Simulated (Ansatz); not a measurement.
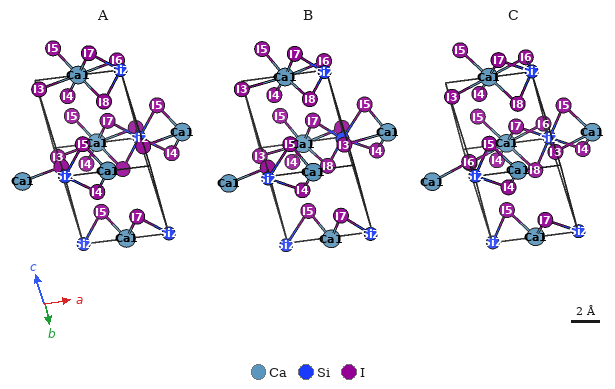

3 geometries from one relaxation of solid CaSiI₆ (built on the LaAlH6-166 type type), in shuffled order. The picture is a ball-and-stick view of the cell of the calculation, reduced to other axes, seen from a free direction. Lengths and directions refer to the drawn axes.

Case: shaken.

The calculation used Ansatz 0.2.0, DFT, PBEsol, plane waves, PAW. (plane-wave cutoff 420 eV; k-point mesh 4 × 4 × 4; occupations fermi dirac; smearing width 0.05 eV; no spin polarisation; cell and atoms relaxed; force threshold 0.01 eV/Å; at most 120 steps)

### Put them in the order of the run, from the start to the converged end.

B, A, C. They are steps 0, 2, 9, at +1.147 eV per cell of the calculation, +70.7 meV per cell of the calculation relative to the last. After 8 accepted moves (9 points after the start) the energy has fallen by 1.147 eV per cell of the calculation. The largest force component goes from 3.5 to 0.0082 eV/Å. Pressure: 2.03 GPa at the start and 0.01 GPa at the end. At 1 point the geometry stayed and the basis and grid were re-selected for the new cell (energy shift of 1.3 meV per cell of the calculation at most each time). The atom that moves furthest relative to the cell is I3 (0.65 Å along [2 3 −1]). Largest moves by element: I 0.65 Å, Si 0.29 Å, Ca 0.15 Å. Cell: a 7.346 → 7.399 Å (+0.7 %), b 7.758 → 7.628 Å (−1.7 %), c 7.759 → 7.629 Å (−1.7 %), α 109.1° → 110.1°, β 108.4° → 108.8°, γ 109.5° → 108.9°. Volume −3.5 %. Some distances before and after: Si2–I8 2.349 → 2.688 Å, Ca1–I8 2.783 → 3.089 Å, Si2–I5 2.990 → 2.687 Å, Ca1–I3 3.351 → 3.090 Å. Among the angles between lasting bonds that change: I4–Si2–I7 160.0° → 180.0°, I3–Si2–I4 103.3° → 90.5°, I5–Si2–I8 167.4° → 180.0°. The space group (tolerance 0.01 Å) goes from P1 (No. 1) to R-3 (No. 148).
